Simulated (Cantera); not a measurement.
Feed: 1 mol Fe, 17 mol CO, 1.3 mol N2, held at 19.0 Pa.

These are equilibrium values from Cantera (NASA tables, ideal gas, pure condensed phases), not measurements of a reactor. Candidate condensed phases: C, Fe, Fe(CO)5, FeO, Fe2O3, Fe3O4; 27 gas species. Condensed phases not in the tables: cementite and carbon dissolved in iron. Equilibrium is a limit: real reactors are often held back by kinetics, nucleation or transport.

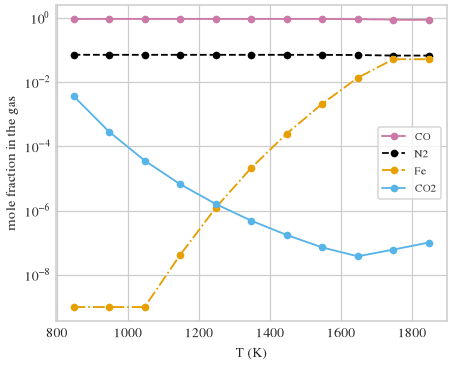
Fig. 1. Equilibrium gas composition (values under 1e-9 drawn at 1e-9)

From 848 K to 948 K the condensed part is C(graphite) + Fe(α). From 1048 K to 1148 K the condensed part is Fe(α). From 1248 K to 1648 K the condensed part is Fe(γ). From 1748 K to 1848 K nothing is condensed.
